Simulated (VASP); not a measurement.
Shape and ions are relaxed at each volume.

Energy against volume of MgF2 (rutile). Level of theory: rev-vdW-DF2, VASP's PBE PAW potentials (set 64) (plane waves; VASP).

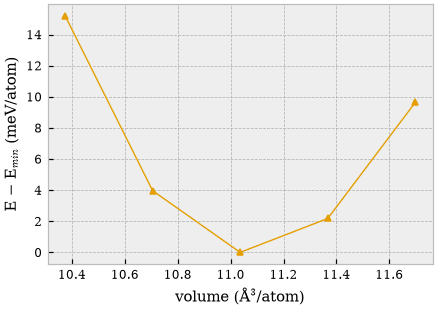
Energy against volume

Question: Estimate the equilibrium volume and the bulk modulus.

Answer: The minimum lies near 11.1 Å³/atom, and the curvature gives B0 of about 98 GPa.

The compound is MgF2 in the rutile structure. It was relaxed first.
